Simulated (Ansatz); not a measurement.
# C₃H₈Cl₂GaN: what the fields show

Input file:

```
crystal:
  periodic: [false, false, false]
  atoms:
    - {symbol: C, position_ang: [-1.539491, -0.708695, -0.337619]}
    - {symbol: C, position_ang: [-0.284887, -0.144398, 0.312752]}
    - {symbol: C, position_ang: [0.388668, -1.175184, 1.206743]}
    - {symbol: N, position_ang: [0.639605, 0.361488, -0.688604]}
    - {symbol: Ga, position_ang: [1.203079, 2.050251, -0.884476]}
    - {symbol: Cl, position_ang: [0.508062, 3.564818, 0.438270]}
    - {symbol: Cl, position_ang: [2.566105, 2.578415, -2.428067]}
    - {symbol: H, position_ang: [-2.033231, 0.048613, -0.949180]}
    - {symbol: H, position_ang: [-1.287529, -1.555534, -0.983908]}
    - {symbol: H, position_ang: [-2.247649, -1.062816, 0.415526]}
    - {symbol: H, position_ang: [-0.576841, 0.708830, 0.934990]}
    - {symbol: H, position_ang: [1.267523, -0.749945, 1.694661]}
    - {symbol: H, position_ang: [-0.296881, -1.534766, 1.978004]}
    - {symbol: H, position_ang: [0.712164, -2.039391, 0.617837]}
    - {symbol: H, position_ang: [0.981295, -0.341665, -1.326940]}
basis:
  gaussian: {orbitals: def2-TZVPP}
hamiltonian: {xc: pbe0, dispersion: d4}
output: {orbitals: {seedname: orbitals}}
```

Launched as:

```sh
ansatz run in.yaml --threads 2 --pin off --events-out ev --progress --plain --max-ram 32768MiB --backend cuda --devices 0, --max-vram 18GiB
```

Geometry: PBE0-D4/def2-TZVP.

Theory: RKS PBE0-D4/def2-TZVPP in Ansatz.

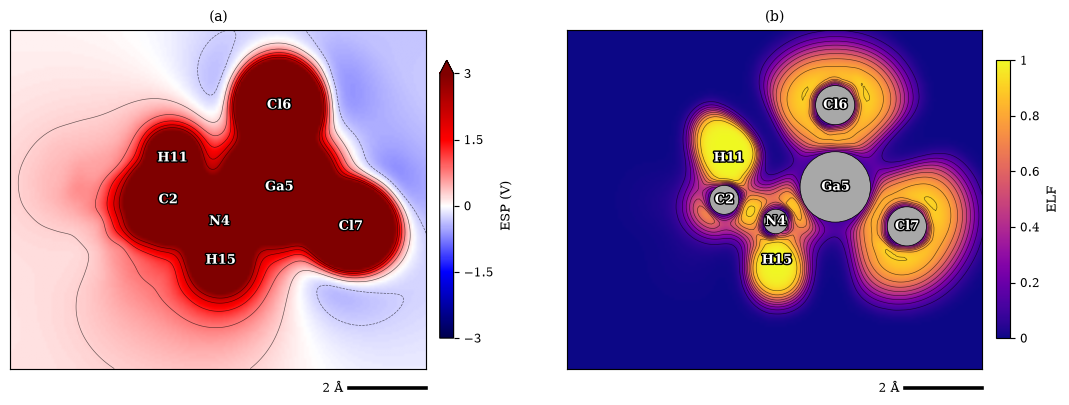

Figure 1. (a) electrostatic potential; (b) electron localisation function on the plane of atoms C2, N4 and H15. Grey discs cover the atomic cores in the ELF map.

Question: Read the bonding off the picture.

Answer: The plane passes through C, N, Ga, Cl and H nuclei. C–N (1.45 Å): the ELF peaks at about 0.90 between the atoms, as expected for a covalent bond. Ga–N (1.79 Å): the ELF peaks at about 0.85 in the valence shell of N, 0.6 Å from its nucleus, and is about 0.35 at the midpoint. Ga–Cl (2.13 Å): the ELF peaks at about 0.80 in the valence shell of Cl, 0.8 Å from its nucleus, and is about 0.60 at the midpoint. N–H (1.01 Å): the ELF climbs to about 1 towards the hydrogen, as it does in any bond to H (an ordinary covalent bond to hydrogen). C–H (1.10 Å): the ELF climbs to about 1 towards the hydrogen; an ordinary covalent bond to hydrogen. The ELF also peaks beside Cl7 and Cl6, away from the bonds: lone-pair regions. Outside the dense part of the molecule the potential is most negative (−0.6 V) near Cl7.

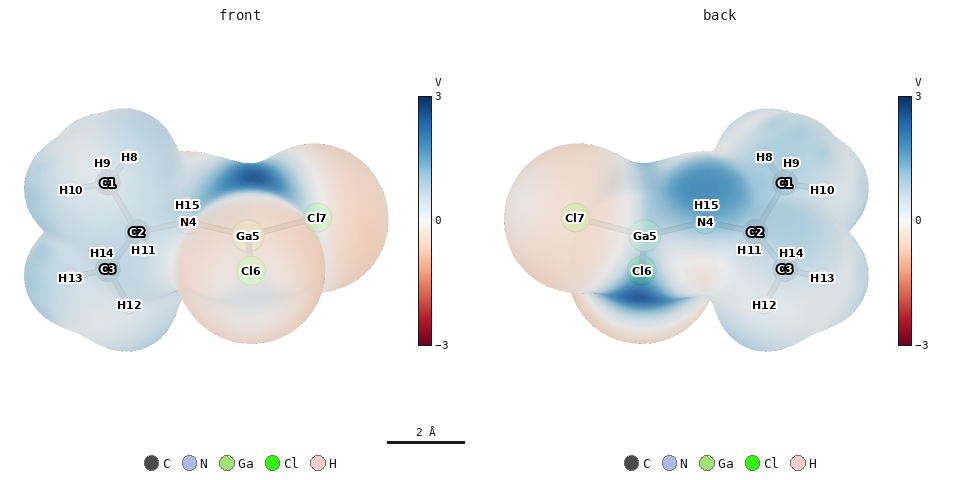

Figure 2. The electrostatic potential painted on the density surface at 0.002 e/bohr³, seen from the front and from behind; red is negative and blue positive.

Question: Where is the surface potential most negative and most positive?

Answer: The most negative region (about −0.6 V) lies over Cl6 and Cl7, the most positive (about +2.5 V) over Ga5.

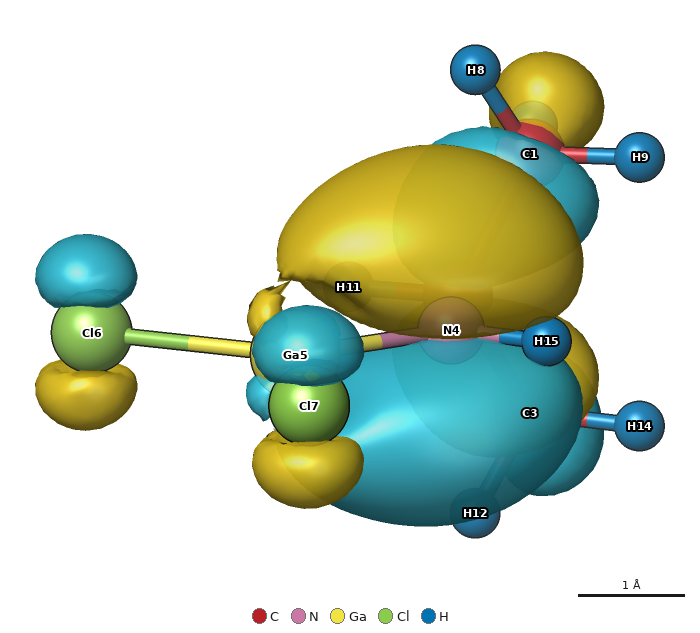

Figure 3. The HOMO at ±0.08 Å⁻³ᐟ² (yellow and cyan are the two phases), seen at an oblique angle.

Question: What is the character of this orbital?

Answer: By Hirshfeld shares it lies mainly on N4 (about 55 %), Ga5 (about 10 %) and C2 (about 10 %). Its energy is −7.30 eV.
